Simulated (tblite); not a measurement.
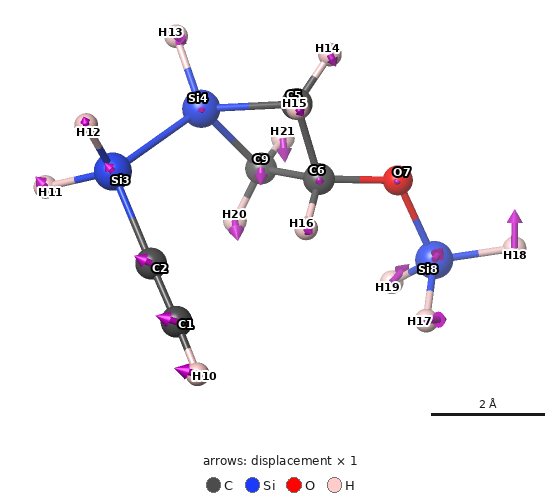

This is a relaxation of C₅H₁₂OSi₃. The starting structure is drawn; purple arrows show the displacements, at their true length. The two geometries are superimposed by the best rigid fit.

A ball-and-stick model, seen from a free direction.

Theory: GFN2-xTB geometry optimisation, gas phase in tblite 0.8.0. 

### Describe the change and its energy.

The largest move after the best rigid fit is that of H18, 0.70 Å. By element the largest moves are H 0.70 Å, C 0.40 Å, Si 0.34 Å, O 0.09 Å. Some distances before and after: Si3–Si4 2.252 → 2.316 Å, C6–O7 1.452 → 1.395 Å, O7–Si8 1.669 → 1.613 Å, Si4–C5 1.864 → 1.917 Å. Among the angles between lasting bonds that change: C6–O7–Si8 119.1° → 130.5°, O7–Si8–H18 109.5° → 99.6°, C6–C9–H21 115.0° → 109.4°. The energy falls by 10.5 kcal/mol in 127 geometry steps.
